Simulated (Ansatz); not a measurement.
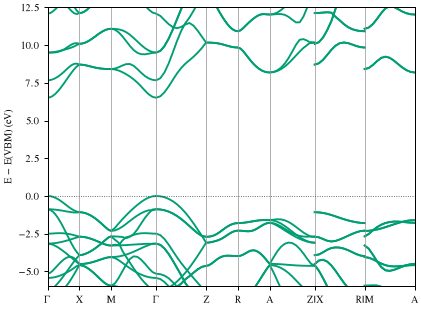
Figure. Band structure from plane-wave PAW r²SCAN (Ansatz code)

Q: Read off the gap and where the band edges lie.

A: About 6.5 eV (6.51 eV by a search for the band edges); maximum at Γ, minimum at Γ.

The material is SiO₂ (rutile, P4_2/mnm).

This is a known high-pressure phase of the composition, computed here at zero pressure and temperature. Symmetry was held in the r²SCAN relaxation; whether a distortion lowers the energy is not shown.

Potentials: the later of the program's two PAW sets.
